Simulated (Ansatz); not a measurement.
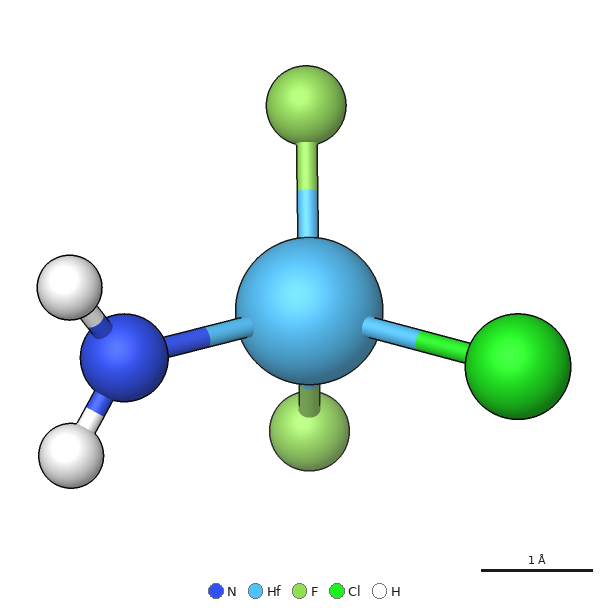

Rendered structure (ball-and-stick style). Every bond is drawn as one stick, whatever its order.

Charge 0, singlet. The computed structure is the end point of a PBE0-D4/def2-TZVP optimisation.

Count the atoms of each element.

Answer. ClF₂H₂HfN, 7 atoms: 1 chlorine, 2 fluorine, 2 hydrogen, 1 hafnium and 1 nitrogen.

Give the symmetry (Schoenflies symbol).

Answer. Cs.

Write the SMILES.

Answer. [NH2][Hf]([F])([F])[Cl]

How many sets of symmetry-equivalent atoms are there?

Answer. 5: 1 N, 1 Hf, 2 F, 1 Cl, 2 H.

How many bonds of each kind are drawn?

Answer. 2 F–Hf, 2 N–H, 1 Hf–N, 1 Cl–Hf.

More results for the same structure follow; atom numbers are the same in all pictures, views and colours differ.

Shape

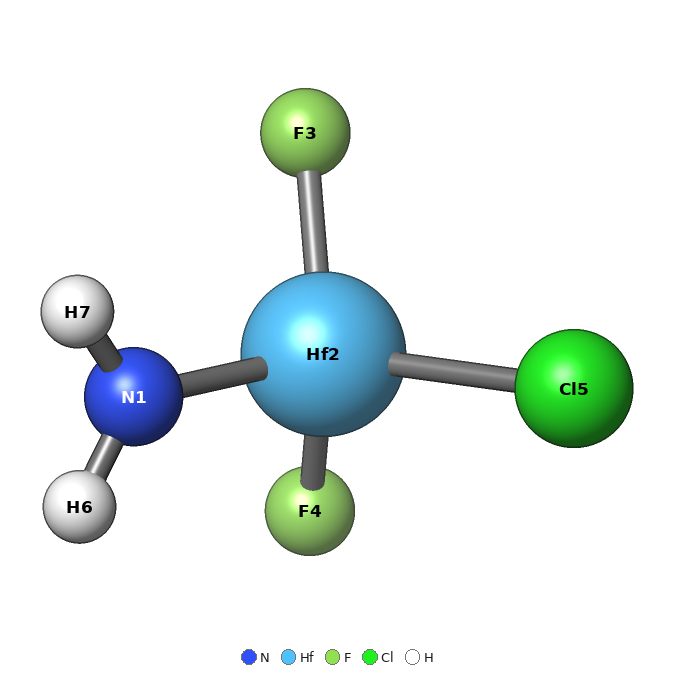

Numbered structure.

List the bonds and their lengths.

```tsv
bond	length (Å)
N1–Hf2	2.008
N1–H6	1.011
N1–H7	1.011
Hf2–F3	1.900
Hf2–F4	1.900
Hf2–Cl5	2.358
```

Charges

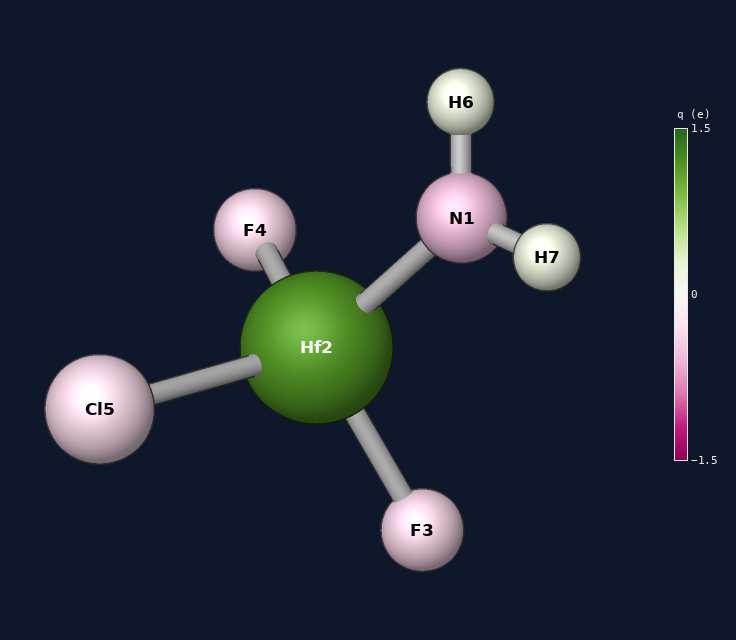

Atoms are coloured by their Mulliken charges. Properties computed with RKS r2SCAN-D4/def2-TZVPP, core potentials on Hf (Ansatz 0.2.0).

List the Mulliken charges.

```
atom  value (e)
  N1      −0.51
 Hf2       1.15
  F3      −0.34
  F4      −0.34
 Cl5      −0.30
  H6       0.17
  H7       0.17
```

Levels of theory compared

Program: Ansatz 0.2.0.

At this fixed geometry, give HOMO–LUMO gap (eV) at these levels: B97M-V/def2-TZVPP; BHLYP-D4/def2-TZVPP; HSE06 (plane-wave form)-D4/def2-TZVPP; PBE0-D4/def2-QZVPP; PBE0-D4/def2-SVP; SPW92 (LDA)/def2-TZVPP; r2SCAN-D4/def2-TZVPP; r2SCAN0-D4/def2-TZVPP; ωB97M-V/def2-QZVPP; ωB97M-V/def2-TZVPP; ωB97X-V/def2-TZVPP.

| level | HOMO–LUMO gap (eV) |
| --- | --- |
| B97M-V/def2-TZVPP | 5.75 |
| BHLYP-D4/def2-TZVPP | 9.53 |
| HSE06 (plane-wave form)-D4/def2-TZVPP | 6.69 |
| PBE0-D4/def2-QZVPP | 7.48 |
| PBE0-D4/def2-SVP | 7.37 |
| SPW92 (LDA)/def2-TZVPP | 5.04 |
| r2SCAN-D4/def2-TZVPP | 5.68 |
| r2SCAN0-D4/def2-TZVPP | 7.86 |
| ωB97M-V/def2-QZVPP | 10.90 |
| ωB97M-V/def2-TZVPP | 11.26 |
| ωB97X-V/def2-TZVPP | 11.82 |

Vibrations

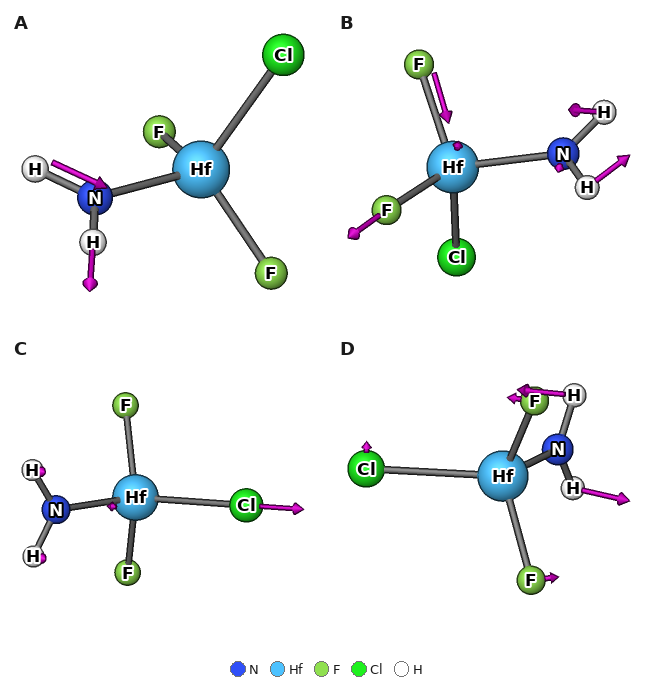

4 normal modes of one molecule or complex, as arrows. Harmonic vibrations computed with RKS PBE0-D4/def2-TZVP, core potentials on Hf (Ansatz 0.2.0) at a stationary point of the same level.

Match the panels to the wavenumbers 96 cm⁻¹, 374 cm⁻¹, 650 cm⁻¹, 3654 cm⁻¹.

Answer. A: 3654 cm⁻¹, out-of-phase stretching of 2 N–H bonds
B: 650 cm⁻¹
C: 374 cm⁻¹, Hf–Cl stretching
D: 96 cm⁻¹

Thermal motion

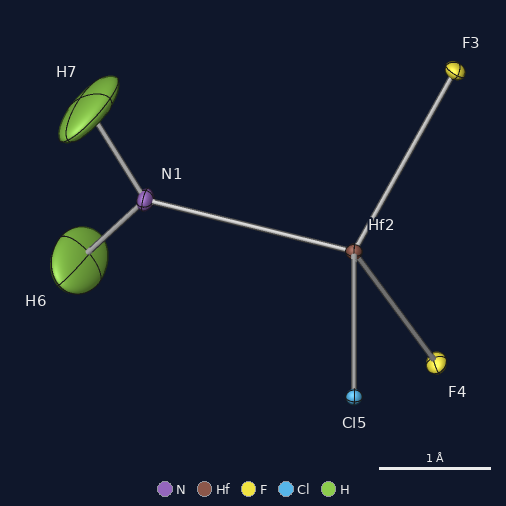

Displacement ellipsoids at the 50 % level, from the internal vibrations of the free molecule (harmonic, no overall translation or rotation; no half-axis is drawn under 0.075 Å). Vibrations computed with RKS PBE0-D4/def2-TZVP, core potentials on Hf (Ansatz 0.2.0). Temperature: 100 K.

Which atom moves most?

Answer. H6, H7, with U_eq = 0.0471 Å².

Does H7 move more along its bond or across it?

Answer. Across it: the root-mean-square amplitude is 0.088 Å along the bond and up to 0.321 Å across, since bending and torsion are softer than stretching.

Give the displacement parameters, one line for each set of equivalent atoms.

```tsv
atom	U_eq (Å²)	rms amplitudes (Å)
N1	0.0041	0.042, 0.065, 0.079
Hf2	0.00018	0.012, 0.014, 0.014
F3, F4	0.0040	0.038, 0.063, 0.080
Cl5	0.0017	0.036, 0.039, 0.048
H6, H7	0.0471	0.085, 0.176, 0.321
```

Mulliken values depend strongly on the basis set and can even reverse the polarity of a bond.
